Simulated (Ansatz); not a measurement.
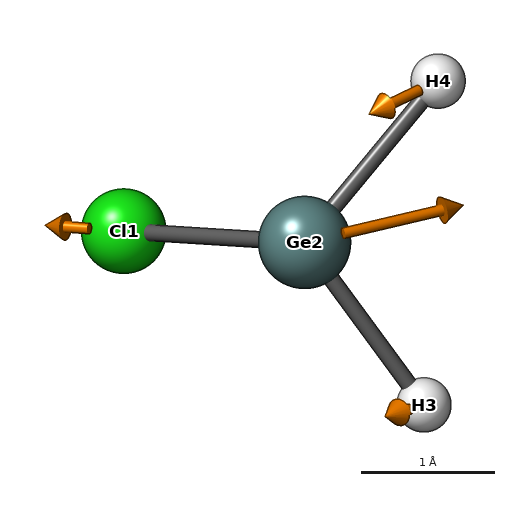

Arrows show the forces on the atoms, 0.6 Å of arrow for 1 eV/Å; forces under a tenth of the largest aren't drawn. Charge 0, doublet. Level of theory: r2SCAN-D4/def2-TZVPP (Ansatz 0.2.0).

On which atom is the force largest, and how large is it?

Answer. On Ge2: 1.67 eV/Å.

Along which bond is the force strongest?

Answer. Ge2–H4, now 1.607 Å: the forces pull its atoms together, so a first step downhill shortens it.

List the force components in the frame of the picture (x right, y up, z towards the viewer), in eV/Å.

```json
{"atom": "Cl1", "Fx": "−0.57", "Fy": "0.04", "Fz": "−0.30"}
{"atom": "Ge2", "Fx": "1.52", "Fy": "0.36", "Fz": "−0.59"}
{"atom": "H3", "Fx": "−0.31", "Fy": "−0.09", "Fz": "0.41"}
{"atom": "H4", "Fx": "−0.64", "Fy": "−0.31", "Fz": "0.48"}
```
